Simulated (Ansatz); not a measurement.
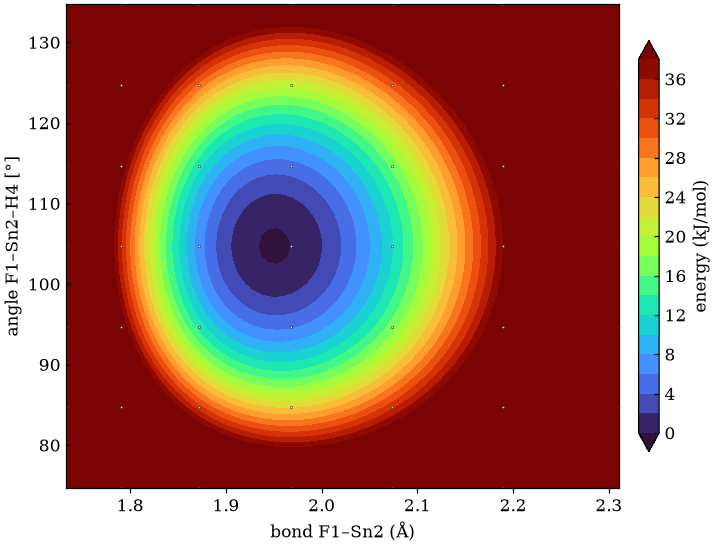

FH₃Sn, SMILES [F][SnH3]. 
- Two internal coordinates are moved rigidly from the geometry relaxed at PBE0-D4/def2-TZVP, all others fixed.
- The first coordinate is: bond F1–Sn2; the second: angle F1–Sn2–H4.
- Grid: 7 × 7 points.
- Points are written as (first, second).
- Energies are in kJ/mol, from the lowest grid point.
- Theory: Ansatz 0.2.0, RKS PBE-D4/def2-TZVPP.

The picture shows filled contours, dots at the grid points, one colour for all values above the top of the scale. Between grid points the surface is interpolated.

Estimate the position of the minimum and the force constants in these coordinates.

Answer. The interpolated minimum is at bond F1–Sn2 ≈ 1.952 Å, angle F1–Sn2–H4 ≈ 104.7°. The curvatures there are about 21 eV/Å² and 3.7 eV/rad², with a cross term of about 0 eV/(Å·rad). Round the minimum the two coordinates are nearly uncoupled. (1 eV is 96.5 kJ/mol.)
